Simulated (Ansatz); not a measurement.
Si$_{2}$H$_{7}$OF: molecular dynamics (part 3 of 3)

Si$_{2}$H$_{7}$OF; RKS B3LYP-D4/def2-SVP (Ansatz 0.2.0). It belongs to a series of runs on one base structure; here: dynamics from the highest image of the converged band.

Geometry of the input (Å):
```
Si -0.1039  0.1189  -0.1071
F  -0.2112  0.6282  1.7422
H  1.0702  -0.7310  0.2235
H  0.1239  1.5443  -0.4612
H  -0.5278  -0.4616  -1.4435
O  -1.7645  -0.3530  0.6066
Si -3.1681  -1.1577  0.0752
H  -2.8236  -2.5635  -0.2554
H  -4.1262  -1.0970  1.2081
H  -3.6974  -0.4471  -1.1150
H  -1.3530  0.0868  1.5233
```

**What the program printed, continued**
```
md step   195: t =    97.50 fs  T =   992.0 K  F+E_penalty+E_count = -20627.70559908 eV  E_kin = 1.154041 eV  conserved = -20626.55155785 eV  (24 SCF iters, 3 dispersion substeps)
md step   196: t =    98.00 fs  T =   993.5 K  F+E_penalty+E_count = -20627.70736847 eV  E_kin = 1.155780 eV  conserved = -20626.55158817 eV  (24 SCF iters, 3 dispersion substeps)
md step   197: t =    98.50 fs  T =   995.5 K  F+E_penalty+E_count = -20627.70967078 eV  E_kin = 1.158048 eV  conserved = -20626.55162252 eV  (24 SCF iters, 3 dispersion substeps)
md step   198: t =    99.00 fs  T =   997.5 K  F+E_penalty+E_count = -20627.71208060 eV  E_kin = 1.160443 eV  conserved = -20626.55163728 eV  (23 SCF iters, 3 dispersion substeps)
md step   199: t =    99.50 fs  T =   999.6 K  F+E_penalty+E_count = -20627.71447693 eV  E_kin = 1.162859 eV  conserved = -20626.55161803 eV  (24 SCF iters, 3 dispersion substeps)
these checks for a lower state are left out or cut short: starts, cluster_reference, orbital_swaps, neighbouring_geometries, increment
1010 factors; integrals over basis functions are off by at most 6.2e-4 eV
mean field -20627.44343772 eV, -758.0445645529 hartree, gradient 4.7e-5 eV, S^2 0.000000; 0 other end points of the search recorded, 0 dependent functions left out
the calculation of the forces begins
reference -20627.44372917 eV, -758.0445752636 hartree; 26, 26 occupied and 73, 73 virtual orbitals, 1010 factors
1010 factors; integrals over basis functions are off by at most 6.2e-4 eV
mean field -20627.44343772 eV, -758.0445645529 hartree, gradient 4.7e-5 eV, S^2 0.000000; 1 other end points of the search recorded, 0 dependent functions left out
the calculation of the forces begins
reference -20627.44372917 eV, -758.0445752636 hartree; 26, 26 occupied and 73, 73 virtual orbitals, 1010 factors
md step   200: t =   100.00 fs  T =  1002.0 K  F+E_penalty+E_count = -20627.71724413 eV  E_kin = 1.165674 eV  conserved = -20626.55157004 eV  (23 SCF iters, 3 dispersion substeps)
```

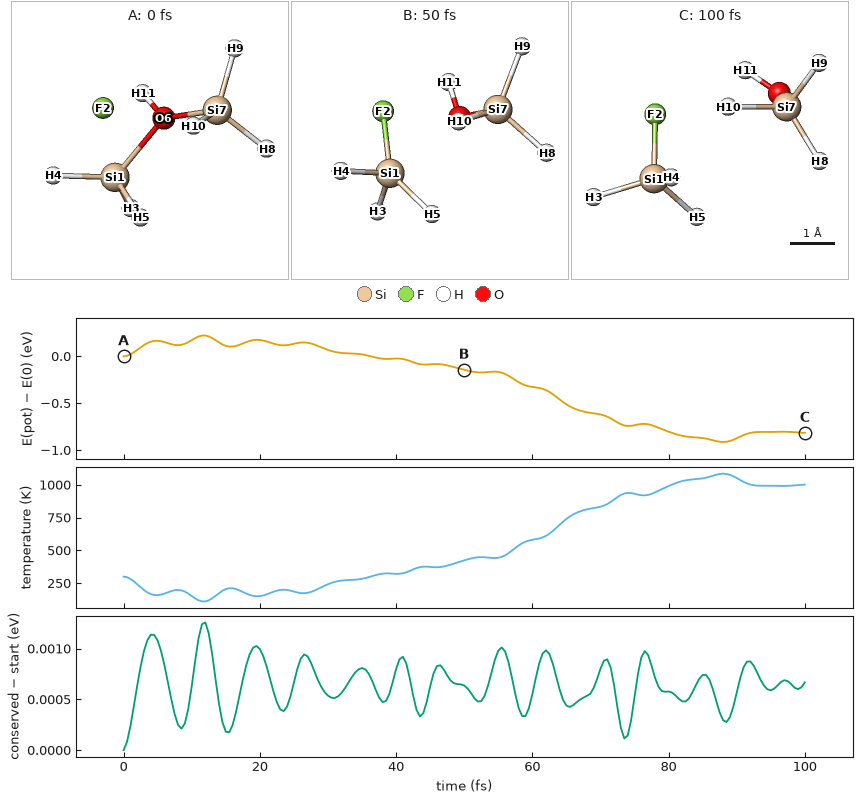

Fig. 1: Frames of the molecular dynamics (ball-and-stick, seen at a tilt) above the curves, on which the letters mark them. The trajectory kept here has 201 frames over 100 fs. The temperature starts at 300 K, ranges from 111 to 1085 K and averages 833 K over the second half. The potential energy ends 0.816 eV below its first value. The conserved quantity stays within 0.0013 eV. After an unweighted best fit of the last frame on the first, the root-mean-square displacement is 1.28 Å, and H3 has moved furthest (2.24 Å).

```
Total energy: -20627.71753558 eV, -758.0546374635 hartree
Atom 0 at     0.440849     0.456900    -0.105630 Å, force     0.569087    -1.272438    -0.632716 eV/Å
Atom 1 at     0.064189     0.789363     1.421109 Å, force    -0.574507     0.048980     0.930172 eV/Å
Atom 2 at     1.403216     1.521162    -0.455422 Å, force     0.109934     0.065316    -0.350758 eV/Å
Atom 3 at    -0.798826     0.479610    -0.952579 Å, force     0.281944     0.042644     0.130194 eV/Å
Atom 4 at     1.118507    -0.948545    -0.143533 Å, force    -0.522011     1.032354    -0.062084 eV/Å
Atom 5 at    -2.400334    -1.278163     1.226529 Å, force    -0.146258     0.549705    -0.257216 eV/Å
Atom 6 at    -3.510508    -1.117330    -0.034371 Å, force     0.660331     0.602420     0.223572 eV/Å
Atom 7 at    -3.225808    -2.200834    -0.978793 Å, force     0.180854    -0.151422    -0.385939 eV/Å
Atom 8 at    -4.890395    -1.261719     0.375492 Å, force    -0.844962    -0.186890     0.424014 eV/Å
Atom 9 at    -3.458819     0.280577    -0.620080 Å, force     0.200239    -0.400493    -0.032816 eV/Å
Atom 10 at    -2.218218    -0.436551     1.678539 Å, force     0.085348    -0.330177     0.013578 eV/Å
Dipole moment:     0.010723     0.213785    -0.253261 e Å
```

**Trajectory as extended XYZ (Å, eV, eV/Å), 9 of the 201 frames kept, from step=0 to step=200**
```
11
Properties=species:S:1:pos:R:3:forces:R:3 step=0 time_fs=0.0 energy=-20626.90124 temperature=300.0
Si   -0.1039    0.1189   -0.1071    0.0001   0.0003  -0.0004
F    -0.2112    0.6282    1.7422   -0.0003   0.0003   0.0005
H     1.0702   -0.7310    0.2235   -0.0002   0.0000   0.0000
H     0.1239    1.5443   -0.4612    0.0003   0.0000  -0.0001
H    -0.5278   -0.4616   -1.4435    0.0001   0.0001   0.0000
O    -1.7645   -0.3530    0.6066    0.0019  -0.0006  -0.0019
Si   -3.1681   -1.1577    0.0752   -0.0008   0.0001   0.0013
H    -2.8236   -2.5635   -0.2554    0.0000   0.0000   0.0000
H    -4.1262   -1.0970    1.2081    0.0001   0.0002   0.0001
H    -3.6974   -0.4471   -1.1150    0.0001   0.0000   0.0000
H    -1.3530    0.0868    1.5233   -0.0013  -0.0006   0.0006
11
Properties=species:S:1:pos:R:3:forces:R:3 step=25 time_fs=12.5 energy=-20626.68969 temperature=119.1
Si   -0.1149    0.1250   -0.0969    0.7941   0.6697   0.8025
F    -0.1837    0.6650    1.7525   -0.3943  -0.1665  -0.3202
H     1.1179   -0.6109    0.2906    0.1662   0.0819  -0.0534
H    -0.0945    1.5610   -0.5407    0.0803  -0.2697   0.1102
H    -0.4007   -0.5913   -1.3250   -0.3441  -0.4478  -1.2077
O    -1.7073   -0.4211    0.5967   -0.8075  -0.4312   0.1539
Si   -3.2109   -1.1526    0.0619    1.9149   0.7146  -0.7505
H    -2.9537   -2.5440   -0.3256    0.0387  -0.3052  -0.0801
H    -3.9927   -1.0731    1.2437   -1.0244   0.1238   0.9264
H    -3.6089   -0.3393   -1.1214   -0.2441  -0.0972   0.2031
H    -1.3286    0.0025    1.5065   -0.1798   0.1276   0.2158
11
Properties=species:S:1:pos:R:3:forces:R:3 step=50 time_fs=25.0 energy=-20626.76802 temperature=186.1
Si   -0.0984    0.1277   -0.0863    0.4471   0.9320   0.0574
F    -0.1883    0.6869    1.7370   -0.4231  -0.4455  -0.9662
H     1.2527   -0.3890    0.2149    0.1605  -0.1894  -0.0296
H    -0.2273    1.5397   -0.5852    0.0428  -0.2136   0.1549
H    -0.4049   -0.6124   -1.3940   -0.0707  -0.0722   0.2711
O    -1.7058   -0.5139    0.6152   -0.2030  -0.0941   0.1225
Si   -3.2035   -1.1287    0.0602   -0.1788   0.4908  -0.9500
H    -3.0739   -2.5193   -0.3671    0.2713  -0.3407  -0.1404
H    -4.1290   -1.0158    1.1418   -0.5488  -0.0070   1.1368
H    -3.8047   -0.2673   -1.0096    0.4554  -0.1222  -0.0104
H    -1.4788   -0.0123    1.4769    0.0472   0.0619   0.3539
11
Properties=species:S:1:pos:R:3:forces:R:3 step=75 time_fs=37.5 energy=-20626.92199 temperature=318.3
Si   -0.0517    0.1601   -0.0611   -0.6304  -0.0574  -0.2508
F    -0.2210    0.6767    1.6543    0.6471  -0.1604  -0.5974
H     1.3623   -0.2745    0.0597    0.1028  -0.0155   0.1407
H    -0.2985    1.5366   -0.5726    0.0788  -0.0598  -0.1971
H    -0.4991   -0.7567   -1.3005    0.4654   0.6438   0.7572
O    -1.7248   -0.6040    0.6728   -0.0565  -0.0258   0.0974
Si   -3.2203   -1.1009    0.0587   -0.2841  -0.1848  -0.2513
H    -2.9810   -2.4752   -0.4318   -0.2024  -0.0825  -0.0763
H    -4.1249   -1.0635    1.2490   -0.0318   0.0079  -0.2558
H    -3.6411   -0.1878   -1.0544   -0.0135  -0.1462   0.2794
H    -1.5991   -0.1113    1.5142   -0.0753   0.0808   0.3540
11
Properties=species:S:1:pos:R:3:forces:R:3 step=100 time_fs=50.0 energy=-20627.04483 temperature=424.0
Si   -0.0076    0.2134   -0.0247    0.9486  -0.5984  -1.5621
F    -0.2123    0.6589    1.5368    0.5393   0.8119   1.4983
H     1.4680   -0.1041    0.0786   -0.1764   0.1302  -0.0509
H    -0.2678    1.4927   -0.7335   -0.1192   0.1273  -0.0071
H    -0.3722   -0.8143   -1.1004   -0.0116   0.1761   0.3317
O    -1.7614   -0.6902    0.7617   -0.9078  -0.2227   0.5192
Si   -3.2462   -1.0912    0.0477   -0.6528  -0.6016   0.4268
H    -3.1093   -2.4544   -0.5671   -0.0991   0.2855   0.1412
H    -4.2582   -1.1161    1.2326    0.5802   0.0927  -0.9478
H    -3.5447   -0.0874   -1.0088   -0.1606   0.0041   0.1239
H    -1.7880   -0.2961    1.6593    0.0595  -0.2051  -0.4731
11
Properties=species:S:1:pos:R:3:forces:R:3 step=125 time_fs=62.5 energy=-20627.28097 temperature=627.2
Si    0.0765    0.2609   -0.0496    1.6246   1.0738   0.2408
F    -0.1662    0.6914    1.5155   -0.0625   0.0400   0.4410
H     1.5904    0.1863    0.0268   -0.2918   0.0330  -0.2993
H    -0.3484    1.4406   -0.8435   -0.1686   0.0585  -0.0307
H    -0.3072   -0.9049   -0.7881   -0.1694  -0.9294  -0.4867
O    -1.8686   -0.8099    0.8645   -0.4183  -0.5322  -0.1838
Si   -3.2818   -1.0975    0.0274   -1.9706  -0.2937   0.4876
H    -3.2973   -2.4122   -0.7055    0.2992   0.3379   0.1851
H    -4.5010   -1.0882    1.0051    0.9266  -0.1551  -0.4552
H    -3.5967    0.0270   -0.8737    0.2248   0.1299  -0.3566
H    -1.9267   -0.4947    1.7663    0.0060   0.2373   0.4576
11
Properties=species:S:1:pos:R:3:forces:R:3 step=150 time_fs=75.0 energy=-20627.63583 temperature=931.9
Si    0.2065    0.3210   -0.0941    0.0367   1.6469   1.6450
F    -0.1146    0.7322    1.5283    0.6365  -0.4922  -1.5513
H     1.6742    0.5210   -0.3525   -0.2030   0.1712   0.1975
H    -0.5969    1.2952   -0.8896    0.0607  -0.1301  -0.0328
H    -0.0814   -1.0285   -0.4331   -0.1266  -1.1400  -0.2748
O    -2.0182   -0.9636    0.9863   -0.2553  -0.0374   0.3282
Si   -3.3697   -1.0967    0.0029    0.4851  -0.3992   0.3982
H    -3.1522   -2.3241   -0.8299   -0.1834   0.1053   0.1524
H    -4.5650   -1.2144    0.8969   -0.1092   0.0708  -0.3054
H    -3.4018    0.0496   -0.9309   -0.2936   0.2462  -0.0695
H    -2.0375   -0.5694    1.8747   -0.0477  -0.0413  -0.4874
11
Properties=species:S:1:pos:R:3:forces:R:3 step=175 time_fs=87.5 energy=-20627.81149 temperature=1082.8
Si    0.3274    0.4012   -0.0845   -0.5393  -0.5760  -0.7763
F    -0.0231    0.7457    1.4489   -0.0432   0.5213   0.8322
H     1.5933    1.0398   -0.5150    0.1513   0.0584   0.1406
H    -0.7808    0.9353   -0.9504    0.2220  -0.1098   0.1391
H     0.3880   -1.0831   -0.1204    0.1990   0.0662  -0.2838
O    -2.1947   -1.1323    1.1096   -0.3250   0.0590  -0.2470
Si   -3.4436   -1.0997   -0.0119    1.0493  -0.0148  -0.6008
H    -3.1580   -2.2585   -0.8781    0.0158  -0.1830  -0.1678
H    -4.7605   -1.2598    0.5423   -0.9445  -0.0716   0.6315
H    -3.4755    0.1207   -0.8809    0.0981   0.0541   0.1871
H    -2.2006   -0.4893    1.8239    0.1165   0.1964   0.1451
11
Properties=species:S:1:pos:R:3:forces:R:3 step=200 time_fs=100.0 energy=-20627.71724 temperature=1002.0
Si    0.4408    0.4569   -0.1056    0.5691  -1.2724  -0.6327
F     0.0642    0.7894    1.4211   -0.5745   0.0490   0.9302
H     1.4032    1.5212   -0.4554    0.1099   0.0653  -0.3508
H    -0.7988    0.4796   -0.9526    0.2819   0.0426   0.1302
H     1.1185   -0.9485   -0.1435   -0.5220   1.0324  -0.0621
O    -2.4003   -1.2782    1.2265   -0.1463   0.5497  -0.2572
Si   -3.5105   -1.1173   -0.0344    0.6603   0.6024   0.2236
H    -3.2258   -2.2008   -0.9788    0.1809  -0.1514  -0.3859
H    -4.8904   -1.2617    0.3755   -0.8450  -0.1869   0.4240
H    -3.4588    0.2806   -0.6201    0.2002  -0.4005  -0.0328
H    -2.2182   -0.4366    1.6785    0.0853  -0.3302   0.0136
```

**Summary**

```json
{"quantity": "outcome", "value": "finished"}
{"quantity": "mean temperature over the second half", "value": "833 K"}
{"quantity": "trajectory", "value": "200 steps, 100 fs"}
{"quantity": "ensemble", "value": "nve"}
{"quantity": "temperature in the input", "value": "300.0 K"}
{"quantity": "time step", "value": "0.5 fs"}
{"quantity": "potential energy (last step)", "value": "−20627.7175 eV"}
{"quantity": "mean-field energy (last step)", "value": "−20627.4437 eV"}
{"quantity": "largest force (length of the vector) (last step)", "value": "1.531 eV/Å"}
{"quantity": "wall time", "value": "5.5 min (CPU time 11 min)"}
{"quantity": "peak memory", "value": "0.2 GiB"}
```

**Notes**

So short a trajectory is not equilibrated.
